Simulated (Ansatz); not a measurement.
CH$_{6}$OSn: several calculations on one system

Part 1: Relaxation

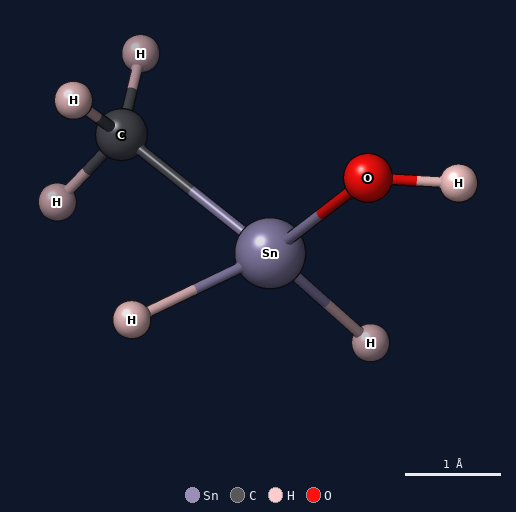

CH₆OSn, before the relaxation. The picture is a ball-and-stick view, seen at a tilt.

The run prepares an end point of a later path (reaction) calculation, from a guessed geometry.

Theory: RKS B3LYP/def2-SVP in Ansatz 0.2.0.

The input:
```yaml
crystal:
  periodic: [false, false, false]
  atoms:
    - { symbol: Sn, position_ang: [0.194698, -0.090923, 0.066448] }
    - { symbol: C, position_ang: [1.047446, -0.01403, 2.026637] }
    - { symbol: H, position_ang: [0.441979, -0.166465, 2.935124] }
    - { symbol: H, position_ang: [1.847946, -0.769406, 1.98844] }
    - { symbol: H, position_ang: [1.519636, 0.978193, 2.066318] }
    - { symbol: H, position_ang: [1.878835, 0.145308, -0.186263] }
    - { symbol: O, position_ang: [-0.801536, 1.564148, -0.467616] }
    - { symbol: H, position_ang: [-1.677861, 1.358491, -0.820262] }
    - { symbol: H, position_ang: [-0.577442, -1.457117, -0.618928] }
basis:
  gaussian: { orbitals: def2-SVP }
hamiltonian:
  xc: b3lyp
relax:
  f_tol: 0.03
  max_steps: 50
output:
  orbitals: {}
```

Launched with:
```bash
ansatz run input.yaml --threads 2 --pin off --max-ram 3072MiB --backend cpu --events-out ev --progress --plain --runs-dir out
```

What does the optimiser find from here?

Answer. Over 10 accepted moves (11 points after the start) the energy falls by 0.708 eV. The largest force component goes from 1.5 to 0.0022 eV/Å. The line search rejected the trial step at point 9 of the run. The forces were under the threshold at step 8, but the run went on from there. H6 moves most after the best rigid fit: 0.88 Å. By element the largest moves are H 0.88 Å, Sn 0.31 Å, O 0.17 Å, C 0.08 Å. Some distances before and after: Sn1–C2 2.139 → 2.168 Å, Sn1–H9 1.712 → 1.730 Å. Among the angles between lasting bonds that change: C2–Sn1–H6 74.9° → 112.5°, C2–Sn1–H9 125.1° → 111.5°, Sn1–C2–H3 122.1° → 110.3°.

Final geometry:

```xyz
9

Sn    0.4762   -0.0792   -0.0521
C     0.9794    0.0200    2.0542
H     0.0766   -0.1073    2.6690
H     1.6961   -0.7775    2.3015
H     1.4345    0.9958    2.2761
H     1.8453    0.1419   -1.0651
O    -0.6764    1.4881   -0.5482
H    -1.5798    1.4012   -0.2150
H    -0.3782   -1.5348   -0.4305
```

The end point in the same view:

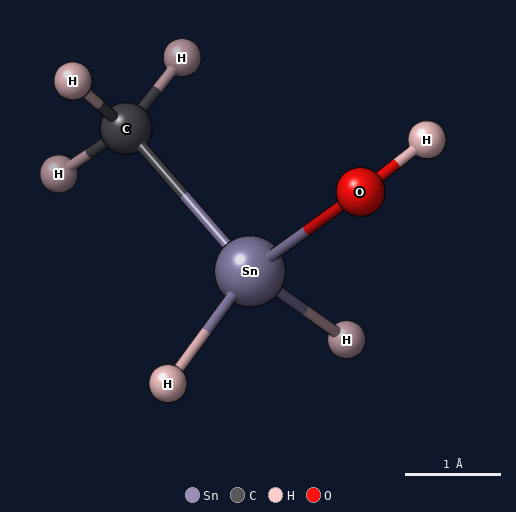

Part 2: Relaxation

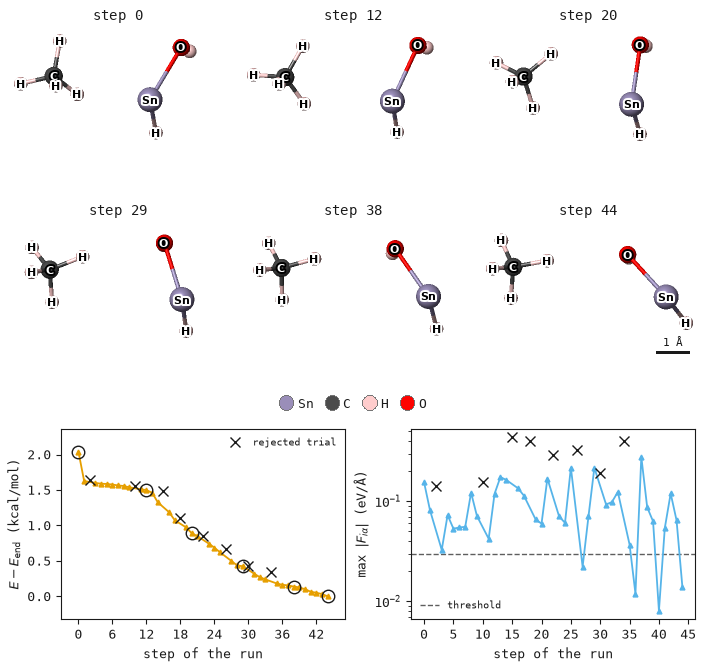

Frames of a relaxation of CH6OSn, marked on the history of the run. A ball-and-stick model, seen face on.

The run prepares an end point of a later path (reaction) calculation, from a guessed geometry.

These are results of RKS B3LYP/def2-SVP (Ansatz), not measurements.

Input
```yaml
crystal:
  periodic: [false, false, false]
  atoms:
    - { symbol: Sn, position_ang: [0.075894, -0.041954, -1.128487] }
    - { symbol: C, position_ang: [1.552216, -0.023421, 1.881374] }
    - { symbol: H, position_ang: [0.583895, -0.536966, 1.796024] }
    - { symbol: H, position_ang: [2.110403, -0.469876, 2.714274] }
    - { symbol: H, position_ang: [1.392472, 1.044629, 2.074584] }
    - { symbol: H, position_ang: [2.143276, -0.146328, 0.957322] }
    - { symbol: O, position_ang: [-1.084695, 1.569576, -0.768576] }
    - { symbol: H, position_ang: [-1.865189, 1.363944, -0.235957] }
    - { symbol: H, position_ang: [-1.034573, -1.211405, -0.300658] }
basis:
  gaussian: { orbitals: def2-SVP }
hamiltonian:
  xc: b3lyp
relax:
  f_tol: 0.03
  max_steps: 50
output:
  orbitals: {}
```

Run as
```bash
ansatz run input.yaml --threads 2 --pin off --max-ram 3072MiB --backend cpu --events-out ev --progress --plain --runs-dir out
```

Describe the path.

Answer. H9 moves most after the best rigid fit: 1.87 Å. Largest moves by element: H 1.87 Å, Sn 1.43 Å, O 0.82 Å, C 0.35 Å. The energy falls by 2.04 kcal/mol in 36 accepted moves (44 points after the start). Largest force component: 0.15 eV/Å at the start, 0.014 eV/Å at the end. The line search rejected the trial steps at points 2, 10, 15, 18, 22, 26, 30, 34 of the run. The forces were under the threshold at step 27, but the run went on from there. From step 0 to 12: H3 moves most (0.42 Å), energy −0.54 kcal/mol. From step 12 to 20: H8 moves most (0.50 Å), energy −0.61 kcal/mol. From step 20 to 29: Sn1 moves most (0.64 Å), energy −0.46 kcal/mol. From step 29 to 38: H9 moves most (0.46 Å), energy −0.29 kcal/mol. From step 38 to 44: H9 moves most (0.46 Å), energy −0.14 kcal/mol.

Limits of the set-up: the start holds two separate molecules, 2.7 Å apart at their closest, whose relative position is a soft coordinate and is computed without a dispersion correction.

Part 3: Path

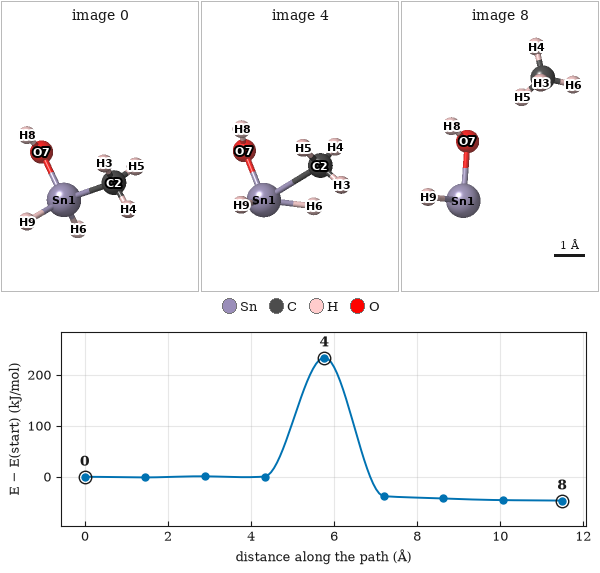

A search for the minimum-energy path of CH$_{6}$OSn by the nudged elastic band. Images are numbered from 0 (start) to 8 (end). A ball-and-stick model, seen at a tilt.

Level of theory: RKS B3LYP/def2-SVP (Ansatz 0.2.0). Run with 7 movable images; climbing image; force threshold 0.05 eV/Å; iteration limit 60; starting path through a guess of the saddle point.

What happens along the path, and what is the barrier?

The energy climbs by 234.1 kJ/mol to image 4 and then falls by 280.7 kJ/mol, so the end point sits at −46.7 kJ/mol. Breaking: Sn1–C2 (2.17 → 2.52 at the top → 5.06 Å), Sn1–H6 (1.72 → 1.71 at the top → 5.45 Å). Forming: C2–H6 (3.24 → 1.91 at the top → 1.10 Å). The band converged in 38 iterations. The largest component of the band force went from 48 to 0.027 eV/Å. The climbing image converged on the top of the path. Its vibrational analysis gives 2 imaginary modes over 30i cm⁻¹, so it isn't confirmed as a transition state.

Cost: 9.4 min on 2 threads of Arm Neoverse V1 (shared host), peak memory 0.18 GiB.
